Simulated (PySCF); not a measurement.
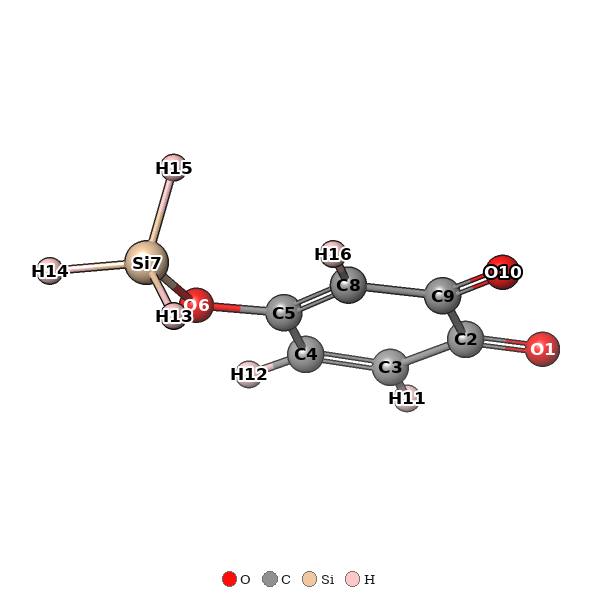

Depth is shown by fading: the farther an atom, the more it takes the colour of the background. The geometry was computed by an optimisation with PBE0-D3(BJ)/def2-SVP. No frequency run is at hand to confirm it as a minimum.

Q: How is the 6-membered ring C2–C3–C4–C5–C8–C9 puckered?

A: It is planar. The Cremer–Pople amplitude Q is 0.00 Å.

Q: Give the torsion angles round the ring, beginning with the bond from its second to its third atom.

A: 0°, 0°, 0°, 0°, 0°, 0°.
